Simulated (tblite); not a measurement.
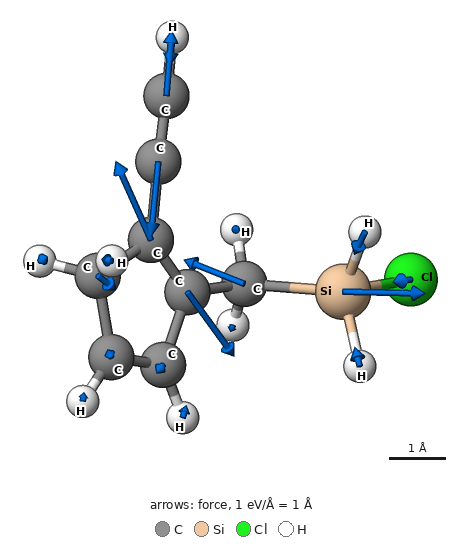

Starting geometry of C8H9ClSi with the computed forces as blue arrows. Style: ball-and-stick. Shown at a tilt.

These are results of tblite 0.8.0, GFN2-xTB geometry optimisation, gas phase, not measurements. 

**Is this structure relaxed? If not, where do the atoms go?**

It isn't relaxed: the largest force vector, on a C atom, is 1.67 eV/Å. The final displacements have little in common with the starting forces (cosine between the two patterns 0.17). Over 52 geometry steps the energy falls by 0.127 eV. An H atom moves most after the best rigid fit: 0.18 Å. By element the largest moves are H 0.18 Å, Cl 0.16 Å, C 0.10 Å, Si 0.07 Å. Near-neighbour distances that change, for instance: C–Si 1.856 → 1.909 Å, Cl–Si 2.058 → 2.020 Å, H–Si 1.497 → 1.460 Å, C–C 1.333 → 1.358 Å. Bond angles that change, for instance: C–C–Si 116.1° → 110.7°, H–C–H 110.3° → 107.0°, C–C–C 121.4° → 124.1°.
